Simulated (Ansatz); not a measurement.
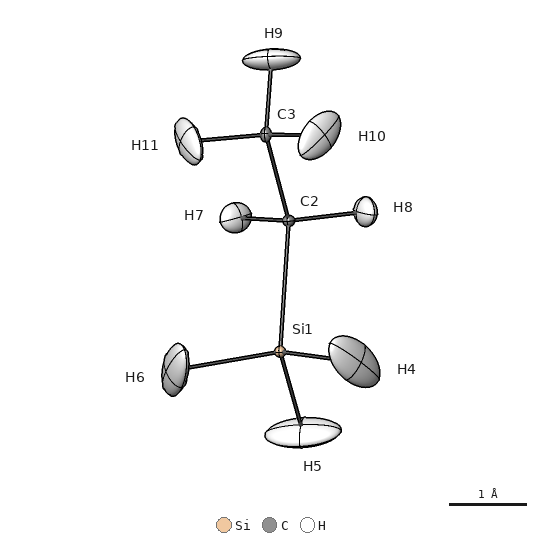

Displacement ellipsoids at the 50 % level, from the internal vibrations of the free molecule (harmonic, no overall translation or rotation; no half-axis is drawn under 0.075 Å). Vibrations computed with RKS PBE0-D4/def2-TZVP (Ansatz 0.2.0). Temperature: 298 K.

List U_eq and the three principal root-mean-square amplitudes for each kind of atom.

| atom | U_eq (Å²) | rms amplitudes (Å) |
| --- | --- | --- |
| Si1 | 0.00050 | 0.014, 0.014, 0.034 |
| C2 | 0.0023 | 0.034, 0.053, 0.054 |
| C3 | 0.0022 | 0.026, 0.041, 0.065 |
| H4, H6 | 0.0468 | 0.086, 0.175, 0.320 |
| H5 | 0.0490 | 0.089, 0.174, 0.330 |
| H7, H8 | 0.0164 | 0.087, 0.127, 0.160 |
| H9 | 0.0297 | 0.091, 0.135, 0.250 |
| H10, H11 | 0.0326 | 0.078, 0.153, 0.261 |
